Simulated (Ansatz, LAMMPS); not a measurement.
## Site preference of Si in place of Ge in amorphous Ge (61 atoms)

Aim: make Si in place of Ge at several sites of amorphous Ge (61 atoms), relax each, and compare their energies.

Calculated with Ansatz 0.2.0; Kohn-Sham DFT, r2SCAN, PAW (set soft_1), plane waves.

**1. Set-up**

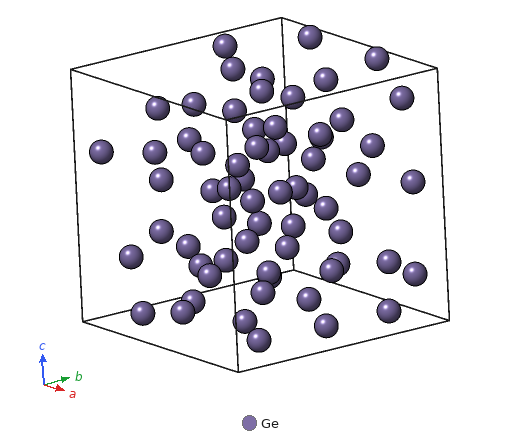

Start, viewed from a free direction; germanium purple. Some periodic images of atoms are drawn too.

The cell holds 61 atoms: 61 Ge. Cell: a = 11.722 Å, b = 11.722 Å, c = 11.722 Å, α = 90.0°, β = 90.0°, γ = 90.0°. 61 atoms (61 Ge) placed at random at 4.57 g/cm³, melted at 3500 K for 10 ps at fixed volume with the Tersoff potential (Tersoff, Phys. Rev. B 39, 5566 (1989)). Quenched from 3500 K to 100 K at 5 K/ps and fixed volume, held 5 ps, then minimised at fixed cell.

Limits known from the start: The quench rate of 5 K/ps far exceeds what a furnace or splat quench reaches, so expect more defects and frozen-in strain than in a real sample. The starting topology of bonds comes from the classical model, and needn't be the one that DFT or experiment would give. Only the Γ point is sampled, in a cell whose shortest periodic width is 12 Å.

**2. Single point at the start**

A single point comes first, to see the forces before anything moves.

The input, input.yaml:

```yaml
crystal:
  lattice:
    - [11.7217, 0.0, 0.0]
    - [0.0, 11.7217, 0.0]
    - [0.0, 0.0, 11.7217]
  atoms:
    - { symbol: Ge, position: [0.6154, 0.15946, 0.75838] }
    - { symbol: Ge, position: [0.21357, 0.38689, 0.68537] }
    - { symbol: Ge, position: [0.40297, 0.59343, 0.15297] }
    - { symbol: Ge, position: [0.3522, 0.77753, 0.44298] }
    - { symbol: Ge, position: [0.43589, 0.75185, 0.02195] }
    - { symbol: Ge, position: [0.49476, 0.65224, 0.34513] }
    - { symbol: Ge, position: [0.18478, 0.55215, 0.16733] }
    - { symbol: Ge, position: [0.41958, 0.85832, 0.63986] }
    - { symbol: Ge, position: [0.11632, 0.645, 0.98339] }
    - { symbol: Ge, position: [0.1538, 0.17367, 0.02851] }
    - { symbol: Ge, position: [0.31145, 0.94199, 0.31896] }
    - { symbol: Ge, position: [0.78654, 0.88338, 0.21392] }
    - { symbol: Ge, position: [0.36097, 0.49938, 0.80602] }
    - { symbol: Ge, position: [0.9804, 0.24206, 0.91721] }
    - { symbol: Ge, position: [0.64988, 0.1036, 0.97055] }
    - { symbol: Ge, position: [0.27227, 0.18083, 0.68879] }
    - { symbol: Ge, position: [0.12498, 0.03605, 0.69031] }
    - { symbol: Ge, position: [0.66941, 0.40991, 0.96389] }
    - { symbol: Ge, position: [0.34233, 0.27569, 0.09132] }
    - { symbol: Ge, position: [0.57176, 0.15553, 0.3051] }
    - { symbol: Ge, position: [0.25536, 0.45521, 0.47659] }
    - { symbol: Ge, position: [0.47021, 0.48518, 0.47325] }
    - { symbol: Ge, position: [0.00187, 0.39795, 0.76452] }
    - { symbol: Ge, position: [0.81952, 0.99021, 0.5152] }
    - { symbol: Ge, position: [0.79772, 0.24923, 0.03539] }
    - { symbol: Ge, position: [0.17101, 0.65782, 0.46413] }
    - { symbol: Ge, position: [0.66364, 0.3781, 0.74639] }
    - { symbol: Ge, position: [0.99861, 0.85064, 0.21484] }
    - { symbol: Ge, position: [0.86772, 0.22807, 0.24261] }
    - { symbol: Ge, position: [0.48932, 0.12032, 0.11146] }
    - { symbol: Ge, position: [0.75151, 0.78504, 0.57305] }
    - { symbol: Ge, position: [0.95056, 0.07839, 0.79484] }
    - { symbol: Ge, position: [0.08904, 0.7839, 0.61923] }
    - { symbol: Ge, position: [0.21743, 0.97269, 0.97151] }
    - { symbol: Ge, position: [0.291, 0.68714, 0.87899] }
    - { symbol: Ge, position: [0.90612, 0.8949, 0.88432] }
    - { symbol: Ge, position: [0.37596, 0.93818, 0.11129] }
    - { symbol: Ge, position: [0.62938, 0.74154, 0.93339] }
    - { symbol: Ge, position: [0.81212, 0.39145, 0.37692] }
    - { symbol: Ge, position: [0.58619, 0.73373, 0.70918] }
    - { symbol: Ge, position: [0.07671, 0.18669, 0.23402] }
    - { symbol: Ge, position: [0.02955, 0.96417, 0.51359] }
    - { symbol: Ge, position: [0.04151, 0.65626, 0.28833] }
    - { symbol: Ge, position: [0.9468, 0.58, 0.87106] }
    - { symbol: Ge, position: [0.75991, 0.06033, 0.32292] }
    - { symbol: Ge, position: [0.91098, 0.74269, 0.72837] }
    - { symbol: Ge, position: [0.80299, 0.13959, 0.66038] }
    - { symbol: Ge, position: [0.24153, 0.8613, 0.76137] }
    - { symbol: Ge, position: [0.45025, 0.43716, 0.00185] }
    - { symbol: Ge, position: [0.52673, 0.52636, 0.67517] }
    - { symbol: Ge, position: [0.7768, 0.58258, 0.02002] }
    - { symbol: Ge, position: [0.83606, 0.57764, 0.25192] }
    - { symbol: Ge, position: [0.45181, 0.07584, 0.63741] }
    - { symbol: Ge, position: [0.7051, 0.72307, 0.34931] }
    - { symbol: Ge, position: [0.73417, 0.91008, 0.00306] }
    - { symbol: Ge, position: [0.1094, 0.9943, 0.32224] }
    - { symbol: Ge, position: [0.60398, 0.35429, 0.36672] }
    - { symbol: Ge, position: [0.42414, 0.08451, 0.42539] }
    - { symbol: Ge, position: [0.05875, 0.84387, 0.01731] }
    - { symbol: Ge, position: [0.21634, 0.35632, 0.26868] }
    - { symbol: Ge, position: [0.84256, 0.35034, 0.61053] }
kpoints:
  mp_grid: { grid: [1, 1, 1] }
hamiltonian:
  xc: r2scan
  pseudopotentials: { kind: paw, azcp: { folder: soft_1 } }
scf:
  occupations: { method: fermi_dirac, width: 0.025 }
output:
  forces: true
```

The run is started by

```
ansatz run input.yaml --threads 4 --pin off --max-ram 15872MiB --backend cpu --events-out ev --progress --plain --runs-dir out
```

Numbers of over 12 decimals in the logs are rounded to 6 here.

The program printed:

```text
Engine: ansatz 0.2.0, aarch64-unknown-linux-gnu
Pseudopotentials: kind: paw
Pseudopotential: Ge, paw, valence charge 14, recommended cutoff 500 eV (meta_gga), soft_1/Ge.paw.azcp
Functional definition: r2SCAN
  parameter k0 = 0.174
  parameter k1 = 0.065
  parameter a1 = 4.9479
  exchange = r2scan_x(k0 = k0, k1 = k1, a1 = a1)
  correlation = r2scan_c
Crystal: 61 atoms, lattice volume = 1610.541 Å³
Basis set: ecut = 500 eV, 40747 PW (Γ), exchange–correlation on 360×360×360 points (64 copies of the dense FFT grid, shifted against one another)
Bands: 488, of which v1, the nominal top of the filled ones, is band 427 counted from 1 (426 counted from 0)
Symmetry: 1 space group operations
Space group: P1 (ITA 1), of the structure as read, at distance tolerance 1.2e-4 Å
k-points: 1
Non-local potential: Ge, projectors of the file, l = 0: 2, l = 1: 2, l = 2: 3, l = 3: 1
PAW form: soft (Blöchl's): semilocal exchange-correlation on the pseudo side does not see the compensation charge
PAW frozen core: Ge, regenerated for the run's functional (the file was generated under x = pbe(κ = 0.804, μ = 0.219515), c = pbe(β = 0.066725))
PAW one-centre angular grid: Ge, 590 points (default); XC on 160 Gauss nodes
Initial density: superposition of atomic densities (chi_scale 0.1, normalization cell)
Initial wavefunctions: pseudopotential atomic-orbital guess
Functional: x = r2scan, c = r2scan; τ floored in thin density (d = 2e-4 eV/Å³)
iter 1 solved again at ethr=2.35e-3 eV; its pass at ethr=3.10e-3 eV (dr2=2.01e1 eV) is discarded
SCF iter   1: F=—  HF=-262459.038251 eV  |F-HF|=—  |Δ(HF+E_count)|=         —  Δρ=3.16e-2  dr2=2.01e1  dr2_τ=1.04e-1  ethr=2.35e-3  ⟨swp⟩=1.0  Hψ=2331  notcnv=0
preconditioner: auto → LDOS  [insulator: Δε(μ)=0.163 eV  Ē_g=21.996 eV  σ=0.025 eV  W_gap=0.93  n_scr=388 (ndim 8)  ℏωp=27.0 eV  f_vac=0.082  D(μ)=5.85/eV (n_scr^D=18)  ε∞_Penn≈2.5  β→1.0]
SCF iter   2: F=—  HF=-262461.349368 eV  |F-HF|=—  |Δ(HF+E_count)|=    2.31e0  Δρ=9.78e-3  dr2=1.50e1  dr2_τ=3.68e-2  ethr=2.35e-3  ⟨swp⟩=3.0  Hψ=1253  notcnv=0  defer=47
SCF iter   3: F=—  HF=-262459.512263 eV  |F-HF|=—  |Δ(HF+E_count)|=    1.84e0  Δρ=3.94e-3  dr2=3.91e-1  dr2_τ=4.49e-3  ethr=1.76e-3  ⟨swp⟩=3.0  Hψ=555  notcnv=0  defer=47
SCF iter   4: F=—  HF=-262459.506846 eV  |F-HF|=—  |Δ(HF+E_count)|=   5.42e-3  Δρ=1.45e-3  dr2=1.23e-1  dr2_τ=7.15e-4  ethr=4.57e-5  ⟨swp⟩=3.0  Hψ=950  notcnv=0  defer=51
SCF iter   5: F=—  HF=-262459.487177 eV  |F-HF|=—  |Δ(HF+E_count)|=   1.97e-2  Δρ=5.49e-4  dr2=2.31e-2  dr2_τ=6.22e-5  ethr=1.44e-5  ⟨swp⟩=2.0  Hψ=698  notcnv=0  defer=51
SCF iter   6: F=—  HF=-262459.486203 eV  |F-HF|=—  |Δ(HF+E_count)|=   9.74e-4  Δρ=2.70e-4  dr2=4.96e-3  dr2_τ=1.00e-5  ethr=2.70e-6  ⟨swp⟩=2.0  Hψ=530  notcnv=0  defer=51
SCF iter   7: F=—  HF=-262459.485967 eV  |F-HF|=—  |Δ(HF+E_count)|=   2.35e-4  Δρ=1.46e-4  dr2=1.25e-3  dr2_τ=2.06e-6  ethr=5.81e-7  ⟨swp⟩=2.0  Hψ=578  notcnv=0  defer=51
SCF iter   8: F=—  HF=-262459.485862 eV  |F-HF|=—  |Δ(HF+E_count)|=   1.05e-4  Δρ=6.99e-5  dr2=2.29e-4  dr2_τ=6.08e-7  ethr=1.46e-7  ⟨swp⟩=2.0  Hψ=530  notcnv=0  defer=51
SCF iter   9: F=—  HF=-262459.485848 eV  |F-HF|=—  |Δ(HF+E_count)|=   1.46e-5  Δρ=3.57e-5  dr2=5.76e-5  dr2_τ=1.40e-7  ethr=2.68e-8  ⟨swp⟩=2.0  Hψ=823  notcnv=0  defer=51
SCF iter  10: F=—  HF=-262459.486039 eV  |F-HF|=—  |Δ(HF+E_count)|=   1.91e-4  Δρ=1.73e-5  dr2=1.29e-5  dr2_τ=3.63e-8  ethr=6.75e-9  ⟨swp⟩=2.0  Hψ=825  notcnv=0  defer=51
SCF iter  11: F=—  HF=-262459.486038 eV  |F-HF|=—  |Δ(HF+E_count)|=   1.51e-6  Δρ=8.76e-6  dr2=3.18e-6  dr2_τ=7.72e-9  ethr=1.51e-9  ⟨swp⟩=2.0  Hψ=840  notcnv=0  defer=51
SCF iter  12: F=—  HF=-262459.486038 eV  |F-HF|=—  |Δ(HF+E_count)|=   2.29e-7  Δρ=4.79e-6  dr2=8.76e-7  dr2_τ=2.25e-9  ethr=3.72e-10  ⟨swp⟩=2.0  Hψ=848  notcnv=0  defer=51
SCF iter  13: F=—  HF=-262459.486037 eV  |F-HF|=—  |Δ(HF+E_count)|=   9.46e-8  Δρ=2.37e-6  dr2=2.33e-7  dr2_τ=6.63e-10  ethr=1.03e-10  ⟨swp⟩=2.0  Hψ=848  notcnv=0  defer=51
SCF iter  14: F=-262459.486037 eV  HF=-262459.486037 eV  |F-HF|=3.42e-8  |Δ(HF+E_count)|=   3.02e-8  Δρ=1.19e-6  dr2=5.49e-8  dr2_τ=1.71e-10  ethr=1.17e-11  ⟨swp⟩=4.0  Hψ=1412  notcnv=0
SCF 1 converged in 14 iterations: F = -262459.486037 eV  dr2 = 5.49e-8
  greatest PAW one-centre occupation: 0.998 electrons in one spin orbital (limit 2), on the Ge atom at site 51 (counted from 0), in its partial waves of l = 2
SCF converged after 14 iterations
Free energy (F): -262459.486037 eV
Harris-Foulkes:  -262459.486037 eV  (|F-HF|=3.42e-8)
Internal energy: -262459.415429 eV  (E = F + TS)
E sigma→0 (E₀):  -262459.450733 eV
Entropy (-TS):   -0.070608 eV (-1.158 meV/atom)
Fermi energy:    6.377980 eV
--- Per-component energies (eV) ---
  E_band       = -11176.744803
  E_kinetic    = 5565.723393
  E_local      = -151253.599690  (includes V_loc(G=0)·N_el)
  E_nonlocal   = 13254.128606
  E_hartree    = 71756.144533
  E_xc         = -3981.492322
  E_vxc        = -4120.484828  (∫ρ·V_xc dr)
  E_paw        = -123538.462829  (= ΣΔE_a)
  E_vpaw       = -18355.078338  (= ΣTr[D̂ρ^β])
  E_aug_tail   = -0.000278  (compensation charges beyond the density's cutoff)
  E_vtau       = 220.280276  (kinetic-family band-sum trace: ∫τ·v_τ [+ j·A + Jᵃ·Aᵃ] dr)
  E_ewald      = -74195.625441
  E_core_change = -66.231400  (= ΣΔE_core)
  E_smearing   = -0.070608  (= −TS)
  E_closure    = -0.000000  (closes the sum)
  Σ components = -262459.486037   (vs F -262459.486037, Δ=0.00e0)
--- Forces (eV/Å), atoms counted from 1 ---
  atom   1  Ge     0.36509143     0.61841061    -0.09918690
  atom   2  Ge     0.05238202    -0.17529433     0.07386465
  atom   3  Ge    -0.14392925     0.18699554     0.20059796
  atom   4  Ge    -0.14795622    -0.10773294     0.09287011
  atom   5  Ge     0.10846584     0.11830079     0.01217225
  atom   6  Ge     0.19905153     0.12391027    -0.15218181
  atom   7  Ge     0.10948022    -0.11528690    -0.07195775
  atom   8  Ge    -0.24475984     0.18878899     0.03017146
  atom   9  Ge    -0.02036589    -0.47178954     0.01578418
  atom  10  Ge    -0.05965473     0.36590438     0.24577977
  atom  11  Ge    -0.17688150    -0.19627165    -0.18345301
  atom  12  Ge    -0.39531019     0.06116579    -0.02491909
  atom  13  Ge     0.20095950     0.18449847     0.27602653
  atom  14  Ge     0.32101093     0.20042304    -0.02720846
[...]
atom  60  Ge     0.07599700    -0.03178503    -0.45849566
  atom  61  Ge    -0.14720105    -0.32194846     0.31457430
  max |Σ_I F_I| component: 3.42e-5 eV/Å
```

Elapsed: 70 s, on 4 threads of Arm Neoverse V2, shared host; peak memory 4.8 GiB.

The r.m.s. force at the start is 0.21 eV/Å.

**3. Relaxation**

With the cell held, the atoms are moved downhill towards a nearby minimum.

The input, input.yaml:

```yaml
crystal:
  lattice:
    - [11.7217, 0.0, 0.0]
    - [0.0, 11.7217, 0.0]
    - [0.0, 0.0, 11.7217]
  atoms:
    [... the 61 atom lines of step 2 ...]
kpoints:
  mp_grid: { grid: [1, 1, 1] }
hamiltonian:
  xc: r2scan
  pseudopotentials: { kind: paw, azcp: { folder: soft_1 } }
scf:
  occupations: { method: fermi_dirac, width: 0.025 }
output:
  forces: true
relax:
  f_tol: 0.05
  max_steps: 120
```

The program printed:

```text
[...]
Crystal: 61 atoms, lattice volume = 1610.541 Å³
Basis set: ecut = 500 eV, 40747 PW (Γ), exchange–correlation on 360×360×360 points (64 copies of the dense FFT grid, shifted against one another)
Bands: 513, of which v1, the nominal top of the filled ones, is band 427 counted from 1 (426 counted from 0)
Symmetry: 1 space group operations
[...]
k-points: 1
[...]
SCF iter   4: F=—  HF=-262459.506871 eV  |F-HF|=—  |Δ(HF+E_count)|=   6.09e-3  Δρ=1.46e-3  dr2=1.24e-1  dr2_τ=7.19e-4  ethr=4.63e-5  ⟨swp⟩=3.0  Hψ=950  notcnv=0  defer=58
automatic band count: iteration 4 solves 495 bands in place of 513: the levels show a gap, and the empty bands left out lie too high to hold charge; the band table lists the bands solved (type scf.n_extra_bands for more)
SCF iter   5: F=—  HF=-262459.487141 eV  |F-HF|=—  |Δ(HF+E_count)|=   1.97e-2  Δρ=5.50e-4  dr2=2.33e-2  dr2_τ=6.23e-5  ethr=1.45e-5  ⟨swp⟩=4.0  Hψ=1051  notcnv=0  defer=76
[...]
SCF iter   9: F=-262459.486001 eV  HF=-262459.486043 eV  |F-HF|=4.28e-5  |Δ(HF+E_count)|=   2.58e-5  Δρ=3.55e-5  dr2=5.75e-5  dr2_τ=1.40e-7  ethr=7.32e-9  ⟨swp⟩=2.0  Hψ=1765  notcnv=0
SCF 1 converged in 9 iterations: F = -262459.486001 eV  dr2 = 5.75e-5
[...]
relax step   1: F+E_penalty+E_count = -262459.48600057 eV  Δ(F+E_penalty+E_count) = +0.000e0 eV  max|allowed force component| = 8.616e-1 eV/Å  Δτ_max = 0.0000 Å  (9 SCF iters, dr2 threshold 6.25e-5 eV, accepted)
[... from here on, the SCF cycles and remarks between the steps are left out ...]
relax step   2: F+E_penalty+E_count = -262460.16301617 eV  Δ(F+E_penalty+E_count) = -6.770e-1 eV  max|allowed force component| = 4.262e-1 eV/Å  Δτ_max = 0.1949 Å  (9 SCF iters, dr2 threshold 4.64e-5 eV, accepted)
relax step   3: F+E_penalty+E_count = -262460.36621657 eV  Δ(F+E_penalty+E_count) = -2.032e-1 eV  max|allowed force component| = 5.114e-1 eV/Å  Δτ_max = 0.1948 Å  (10 SCF iters, dr2 threshold 1.14e-5 eV, accepted)
relax step   4: F+E_penalty+E_count = -262460.56062340 eV  Δ(F+E_penalty+E_count) = -1.944e-1 eV  max|allowed force component| = 5.092e-1 eV/Å  Δτ_max = 0.1951 Å  (9 SCF iters, dr2 threshold 6.40e-5 eV, accepted)
relax step   5: F+E_penalty+E_count = -262460.73796391 eV  Δ(F+E_penalty+E_count) = -1.773e-1 eV  max|allowed force component| = 2.928e-1 eV/Å  Δτ_max = 0.1953 Å  (8 SCF iters, dr2 threshold 1.00e-4 eV, accepted)
relax step   6: F+E_penalty+E_count = -262460.83218975 eV  Δ(F+E_penalty+E_count) = -9.423e-2 eV  max|allowed force component| = 3.786e-1 eV/Å  Δτ_max = 0.1941 Å  (8 SCF iters, dr2 threshold 2.83e-5 eV, accepted)
relax step   7: F+E_penalty+E_count = -262460.89138451 eV  Δ(F+E_penalty+E_count) = -5.919e-2 eV  max|allowed force component| = 1.548e-1 eV/Å  Δτ_max = 0.0660 Å  (7 SCF iters, dr2 threshold 4.74e-5 eV, accepted)
relax step   8: F+E_penalty+E_count = -262460.92685282 eV  Δ(F+E_penalty+E_count) = -3.547e-2 eV  max|allowed force component| = 1.053e-1 eV/Å  Δτ_max = 0.1035 Å  (9 SCF iters, dr2 threshold 4.01e-6 eV, accepted)
relax step   9: F+E_penalty+E_count = -262460.93833764 eV  Δ(F+E_penalty+E_count) = -1.148e-2 eV  max|allowed force component| = 4.581e-2 eV/Å  Δτ_max = 0.0325 Å  (9 SCF iters, accepted)
[...]
SCF iter   2: F=-262460.938338 eV  HF=-262460.938338 eV  |F-HF|=3.33e-8  |Δ(HF+E_count)|=   1.02e-8  Δρ=4.29e-7  dr2=3.51e-8  dr2_τ=5.02e-11  ethr=1.00e-12  ⟨swp⟩=3.0  Hψ=1037  notcnv=0
SCF 10 converged in 2 iterations: F = -262460.938338 eV  dr2 = 3.51e-8
SCF converged after 2 iterations
Free energy (F): -262460.938338 eV
[...]
Internal energy: -262460.927761 eV  (E = F + TS)
E sigma→0 (E₀):  -262460.933049 eV
Entropy (-TS):   -0.010577 eV (-0.173 meV/atom)
Fermi energy:    6.323912 eV
[...]
Σ components = -262460.938338   (vs F -262460.938338, Δ=0.00e0)
--- Forces (eV/Å), atoms counted from 1 ---
  atom   1  Ge     0.00921677     0.00084809    -0.01698646
  atom   2  Ge    -0.00949358    -0.00754986     0.01296898
  atom   3  Ge     0.00813743    -0.00454179     0.00801950
  atom   4  Ge    -0.00880736    -0.01141558     0.00338214
[...]
atom  61  Ge     0.00357540    -0.00245417    -0.00191114
  max |Σ_I F_I| component: 8.59e-6 eV/Å
--- Relaxed structure (9 steps of the walk, 9 accepted, 0 SCFs on fresh bases) ---
  F+E_penalty+E_count = -262460.93833764 eV   max|allowed force component| = 4.581e-2 eV/Å
  atoms:
    - { symbol: Ge, position: [0.624438, 0.162391, 0.759247] }
    - { symbol: Ge, position: [0.221717, 0.380533, 0.672668] }
    - { symbol: Ge, position: [0.403559, 0.596942, 0.151966] }
    - { symbol: Ge, position: [0.362350, 0.779680, 0.444089] }
[...]
- { symbol: Ge, position: [0.840423, 0.336185, 0.620136] }
```

The job ended after 7.1 min (4 threads; peak memory 4.8 GiB).

The relaxation converged after 9 steps, 1.45 eV below its start, with a largest force component of 0.046 eV/Å.

[end of part 1 of 3]

[Logs are printed without paths, hosts, clocks, repeated set-up lines and the standing remarks that a program may print on its own settings, such as how far it seeks lower states.]

[Hosts, paths, dates, database ids (printed as entryN), source tags and the programs' standing remarks are cut or masked in the printed files.]
